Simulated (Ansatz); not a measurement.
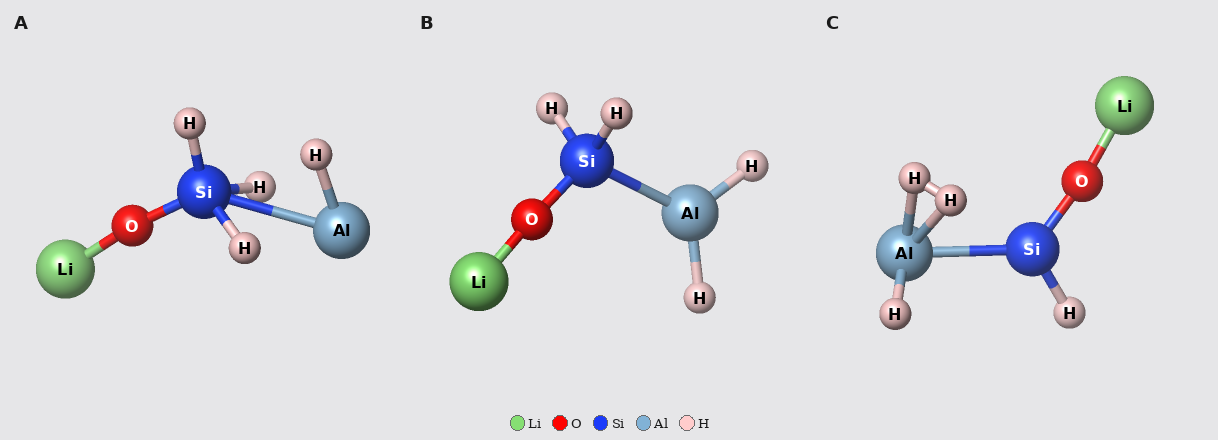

3 stationary structures of one formula. Geometries: PBE0-D4/def2-TZVP. Electronic energies: RHF-CCSD(T) (frozen core)/def2-TZVPP (Ansatz 0.2.0), without zero-point energy. No frequency run is at hand to confirm each as a minimum. Each is one conformer, not always the lowest.

Which is lowest in energy, and by how much?

Answer. B is lowest (Cs); A lies 0.559 eV above it (Cs), C lies 1.908 eV above it (C1).
